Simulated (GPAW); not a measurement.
**TiB2 (P6/mmm): the Ti K absorption edge**

How does the Ti K edge of TiB2 (P6/mmm) move when the bonds are compressed or stretched?

Main program and level: GPAW 26.7.0; X-ray absorption from dipole matrix elements to empty bands, plane-wave PAW PBE.

### Step 1. The structure

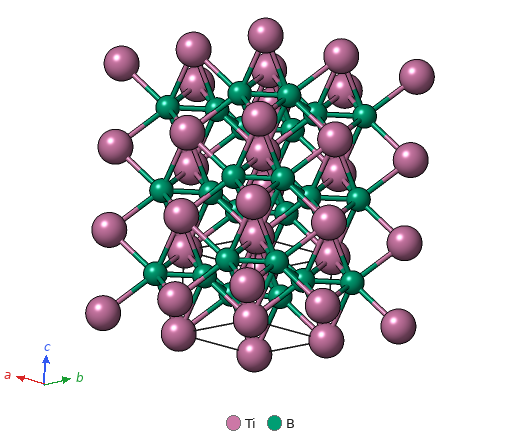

The starting structure, seen from a free direction (titanium pink, boron teal). 2×2×3 cells are drawn. Some periodic images of atoms are drawn too.

Coordinates:

```cif
data_structure
_symmetry_space_group_name_H-M 'P6/mmm'
_symmetry_Int_Tables_number 191
_cell_length_a 3.0292
_cell_length_b 3.0292
_cell_length_c 3.2284
_cell_angle_alpha 90.000
_cell_angle_beta 90.000
_cell_angle_gamma 120.000
_cell_volume 25.66
loop_
_atom_site_label
_atom_site_type_symbol
_atom_site_symmetry_multiplicity
_atom_site_Wyckoff_symbol
_atom_site_fract_x
_atom_site_fract_y
_atom_site_fract_z
_atom_site_occupancy
Ti1 Ti 1 a 0.00000 0.00000 0.00000 1
B1 B 2 d 0.66667 0.33333 0.50000 1
```

### Step 2. The field without a hole

A plain self-consistent run shows whether there is a gap, which decides the set-up of the core-hole run.

Input file scf.py:

```python
import numpy as np
from ase import Atoms
from ase.parallel import parprint, paropen
from gpaw import GPAW, PW, FermiDirac, Mixer, MixerDif, setup_paths
from gpaw.test import gen
setup_paths.insert(0, '.')
gen('Ti', name='nch1s', xcname='PBE', corehole=(1, 0, 0), write_xml=True)
from gpaw.mpi import world
world.barrier()

atoms = Atoms('TiB2',
    cell=[[3.0292, 0, 0],
     [-1.5146, 2.62336415, 0],
     [0, 0, 3.2284]],
    scaled_positions=[[0, 0, 0],
     [0.66666667, 0.33333333, 0.5],
     [0.33333333, 0.66666667, 0.5]],
    pbc=True)
atoms.calc = calc = GPAW(legacy_gpaw=True, mode=PW(430, force_complex_dtype=True), xc='PBE', setups={0: 'nch1s'},
    kpts={'size': (9, 9, 8), 'gamma': True}, occupations=FermiDirac(0.05),
    charge=0, mixer=Mixer(0.1, 5, 50), maxiter=150,
    convergence={'density': 0.0001, 'eigenstates': 1e-6}, txt='scf.txt')
energy = atoms.get_potential_energy() + calc.get_reference_energy()
ef = calc.get_fermi_level()
out = dict(energy=energy, fermi=ef, forces=atoms.get_forces().tolist())
parprint(f'all-electron energy {energy:.4f} eV, Fermi level {ef:.4f} eV')
ev = np.array([[calc.get_eigenvalues(k, s) for k in range(len(calc.get_ibz_k_points()))] for s in range(calc.get_number_of_spins())])
out['homo'], out['lumo'], out['counts'] = ev[ev < ef].max(), ev[ev > ef].min(), sorted(set((ev < ef).sum((0, 2)).tolist()))
out['filled'] = (ev[:, 0] < ef).sum(1).tolist()
import json
with paropen('out.json', 'w') as f:
    json.dump(out, f)
```

The run is started by

```bash
$ OMP_NUM_THREADS=1 mpirun -n 4 gpaw python scf.py
```

Numbers of over 12 decimals in the logs are rounded to 6 here.

What it wrote:

```text
Input parameters:
  convergence: {density: 0.0001,
                eigenstates: 1e-06}
  kpts: {gamma: True,
         size: (9, 9, 8)}
  maxiter: 150
  mixer: {backend: pulay,
          beta: 0.1,
          method: separate,
          nmaxold: 5,
          weight: 50}
  mode: {ecut: 430.0,
         force_complex_dtype: True,
         name: pw}
  occupations: {fixmagmom: False,
                name: fermi-dirac,
                width: 0.05}
  setups: {0: nch1s}
  xc: PBE

Initialize ...

[... PAW data sets ...]

Reference energy: -24562.993884  # eV

Spin-paired calculation

[... convergence settings ...]
Symmetries present (total): 8
  [... symmetry matrices ...]

648 k-points: 9 x 9 x 8 Monkhorst-Pack grid + [0.000000,0.000000,1/16]
125 k-points in the irreducible part of the Brillouin zone
       k-points in crystal coordinates                weights
   0:     0.00000000    0.00000000    0.00000000          1/648
   1:     0.00000000    0.00000000    0.12500000          2/648
   2:     0.00000000    0.00000000    0.25000000          2/648
   3:     0.00000000    0.00000000    0.37500000          2/648
   4:     0.00000000    0.00000000    0.50000000          1/648
   5:     0.00000000    0.11111111    0.00000000          2/648
   6:     0.00000000    0.11111111    0.12500000          4/648
   7:     0.00000000    0.11111111    0.25000000          4/648
   8:     0.00000000    0.11111111    0.37500000          4/648
   9:     0.00000000    0.11111111    0.50000000          2/648
          ...
 124:     0.44444444    0.44444444    0.50000000          4/648

Wave functions: Plane wave expansion
  Cutoff energy: 430.000 eV
  Number of coefficients (min, max): 490, 551
  Pulay-stress correction: 0.000000 eV/Ang^3 (de/decut=0.000000)
  Using FFTW library
  Wavefunction extrapolation:
    Improved wavefunction reuse through dual PAW basis

Occupation numbers: Fermi-Dirac:
  width: 0.0500  # eV

Eigensolver
   Davidson(niter=2)

Densities:
  Coarse grid: 15*15*16 grid
  Fine grid: 30*30*32 grid
  Total Charge: 0.000000

Density mixing:
  Method: separate
  Backend: pulay
  Linear mixing parameter: 0.1
  old densities: 5
  Width of damping distribution: 1.1
  Damping of long wavelength oscillations: 50

[... Hamiltonian set-up ...]
Number of atoms: 3
Number of atomic orbitals: 21
Number of bands in calculation: 15
Number of valence electrons: 18
Bands to converge: occupied

... initialized

Initializing position-dependent things.

Density initialized from atomic densities
Creating initial wave functions:
  15 bands from LCAO basis set

         B  B

       Ti

Atomic positions and initial magnetic moments

Positions:
   0 Ti     0.000000    0.000000    0.000000    ( 0.0000,  0.0000,  0.0000)
   1 B      1.514600    0.874455    1.614200    ( 0.0000,  0.0000,  0.0000)
   2 B     -0.000000    1.748909    1.614200    ( 0.0000,  0.0000,  0.0000)

Unit cell:
           periodic     x           y           z      points  spacing
  1. axis:    yes    3.029200    0.000000    0.000000    15     0.1749
  2. axis:    yes   -1.514600    2.623364    0.000000    15     0.1749
  3. axis:    yes    0.000000    0.000000    3.228400    16     0.2018

  Lengths:   3.029200   3.029200   3.228400
  Angles:   90.000000  90.000000 120.000000

Effective grid spacing dv^(1/3) = 0.1924

iter:   1   -24.917810
iter:   2   -23.928627   -1.39  -1.03
iter:   3   -23.141089   -0.83  -1.17
iter:   4   -23.185722   -2.30  -1.67
iter:   5   -23.172061   -1.98  -1.59
iter:   6   -23.167364   -3.14  -2.46
iter:   7   -23.167184c  -3.75  -2.63
iter:   8   -23.166328c  -3.55  -2.69
iter:   9   -23.166253c  -4.88  -3.19
iter:  10   -23.166271c  -5.18  -3.46
iter:  11   -23.166256c  -5.56  -3.73
iter:  12   -23.166256c  -6.43c -4.18c

Converged after 12 iterations.

Dipole moment: (-0.000000, 0.000000, -0.000000) |e|*Ang

Energy contributions relative to reference atoms: (reference = -24562.993884)

Kinetic:        +21.131346
Potential:      -19.163982
External:        +0.000000
XC:             -25.160981
Entropy (-ST):   -0.004328
Local:           +0.029524
SIC:             +0.000000
--------------------------
Free energy:    -23.168420
Extrapolated:   -23.166256

Showing only first 2 kpts
 Kpt  Band  Eigenvalues  Occupancy
  0     7      9.13247    2.00000
  0     8      9.36685    2.00000
  0     9     13.38311    0.00000
  0    10     13.38311    0.00000

  1     7      9.03525    2.00000
  1     8     10.67752    2.00000
  1     9     12.90635    0.00000
  1    10     12.90648    0.00000

Fermi level: 11.45307

No gap
No difference between direct/indirect transitions

Forces in eV/Ang:
  0 Ti   -0.00000    0.00000    0.00000
  1 B     0.00000    0.00000    0.00000
  2 B     0.00000   -0.00000    0.00000
Scalar-relativistic atomic PBE calculation for Ti (Titanium, Z=22)
Core hole in 1s state (1s occupation: 2.0)
600 radial gridpoints.
|------------------------------------------------|
|------------------------------------------------|
[... the atom generator's iteration count ...]

Energy contributions:
-------------------------
Kinetic:     +860.511654
XC:           -41.917692
Potential:  -1672.060769
-------------------------
Total:       -853.466807

state      eigenvalue         ekin         rmax
-----------------------------------------------
1s^2.0 :  -178.884102   236.117456        0.046
2s^2.0 :   -19.728922    40.906723        0.269
2p^6.0 :   -16.326572    39.665249        0.220
3s^2.0 :    -2.301366     8.380954        0.869
3p^6.0 :    -1.428160     7.112963        0.902
3d^2.0 :    -0.156485     3.683416        0.981
4s^2.0 :    -0.164137     0.832643        2.921
4p^0.0 :    -0.053893     0.437167        3.813
-----------------------------------------------
(units: Bohr and Hartree)

Generating PAW setup
Kinetic energy of the core from tauc = 796.397006
Cutoffs:
rc(s)=2.400
rc(p)=2.000
rc(d)=2.000
rc(vbar)=1.800
rc(comp)=2.300
rc(nct)=2.400

Kinetic energy of the core states: 792.039849
Charge: 0.0
Core electrons: 10.0
Valence electrons: 12.0
Pseudo-core charge: 0.000001
Shape function alpha=1.890
Pseudo-electron charge 6.356241
state    eigenvalue         norm
--------------------------------
3s(2) :    -2.301366     0.296262
4s(2) :    -0.164137     0.992018
3p(6) :    -1.428160     0.433832
4p(0) :    -0.053893     0.982293
3d(2) :    -0.156485     0.588344
*d    :     0.843515
--------------------------------

Diagonalizing with gridspacing h=0.050

state   all-electron     PAW
-------------------------------
3s:      -2.301366    -2.301666
3p:      -1.428160    -1.428851
3d:      -0.156485    -0.156983
*f:                    0.063889
-------------------------------
all-electron energy -24586.1601 eV, Fermi level 11.4531 eV
```

Wall time 8.4 s (4 MPI ranks of Arm Neoverse V1, shared host); peak memory 0.17 GiB; 33 s of CPU time.

The mesh shows no gap, so the system is treated as a metal and the core electron is put at the Fermi level (neutral cell).

### Step 3. Reference energy of the supercell

The photon energy needs a difference of total energies, so the cell and mesh of the coming hole run are first run without a hole.

Edit scf.py of step 2 so:

```diff
@@ -10,12 +10,27 @@
 
-atoms = Atoms('TiB2',
-    cell=[[3.0292, 0, 0],
-     [-1.5146, 2.62336415, 0],
-     [0, 0, 3.2284]],
+atoms = Atoms('Ti6B12',
+    cell=[[0, 5.24672831, 0],
+     [-4.5438, -2.62336415, 0],
+     [0, 0, 6.4568]],
     scaled_positions=[[0, 0, 0],
+     [0.33333333, 0.66666667, 0],
+     [0, 0, 0.5],
+     [0.66666667, 0.33333333, 0],
+     [0.33333333, 0.66666667, 0.5],
      [0.66666667, 0.33333333, 0.5],
-     [0.33333333, 0.66666667, 0.5]],
+     [0, 0.66666667, 0.25],
+     [0.33333333, 0.33333333, 0.25],
+     [0, 0.66666667, 0.75],
+     [0.66666667, 0, 0.25],
+     [0.33333333, 0.33333333, 0.75],
+     [0.66666667, 0, 0.75],
+     [0.33333333, 0, 0.25],
+     [0.66666667, 0.66666667, 0.25],
+     [0.33333333, 0, 0.75],
+     [0, 0.33333333, 0.25],
+     [0.66666667, 0.66666667, 0.75],
+     [0, 0.33333333, 0.75]],
     pbc=True)
 atoms.calc = calc = GPAW(legacy_gpaw=True, mode=PW(430, force_complex_dtype=True), xc='PBE', setups={0: 'nch1s'},
-    kpts={'size': (9, 9, 8), 'gamma': True}, occupations=FermiDirac(0.05),
+    kpts={'size': (5, 5, 4), 'gamma': True}, occupations=FermiDirac(0.1),
     charge=0, mixer=Mixer(0.1, 5, 50), maxiter=150,
```

What it wrote:

```text
Input parameters:
  convergence: {density: 0.0001,
                eigenstates: 1e-06}
  kpts: {gamma: True,
         size: (5, 5, 4)}
  maxiter: 150
  mixer: {backend: pulay,
          beta: 0.1,
          method: separate,
          nmaxold: 5,
          weight: 50}
  mode: {ecut: 430.0,
         force_complex_dtype: True,
         name: pw}
  occupations: {fixmagmom: False,
                name: fermi-dirac,
[...]
4s(2) :    -0.164137     0.992018
3p(6) :    -1.428160     0.433832
4p(0) :    -0.053893     0.982293
3d(2) :    -0.156485     0.588344
*d    :     0.843515
--------------------------------

Diagonalizing with gridspacing h=0.050

state   all-electron     PAW
-------------------------------
3s:      -2.301366    -2.301666
3p:      -1.428160    -1.428851
3d:      -0.156485    -0.156983
*f:                    0.063889
-------------------------------
all-electron energy -147516.9534 eV, Fermi level 11.4406 eV
[key lines of the parts left out:]
Converged after 15 iterations.
Dipole moment: (0.000000, 0.000000, -0.000000) |e|*Ang
Free energy:   -139.040454
Fermi level: 11.44059
```

Run time: 61 s. Hardware: 4 MPI ranks; peak memory 0.32 GiB.

Reference energy: -147516.953 eV with the cores included.

[end of part 1 of 4]

[Banner, clock and machine lines of the logs are left out without a mark of their own.]

[Logs are printed without paths, hosts, clocks, repeated set-up lines and the standing remarks that a program may print on its own settings, such as how far it seeks lower states.]

[Hosts, paths, dates, database ids (printed as entryN), source tags and the programs' standing remarks are cut or masked in the printed files.]

[Lists of maxima count a maximum above −3 eV only where it reaches 4 % of the highest in the window and stands out from its surroundings by 2 % of it (1.5 % where it reaches 55 %); shoulders and weaker maxima are passed over, and of the rest the first, up to two pre-edge ones and the few strongest are named.]
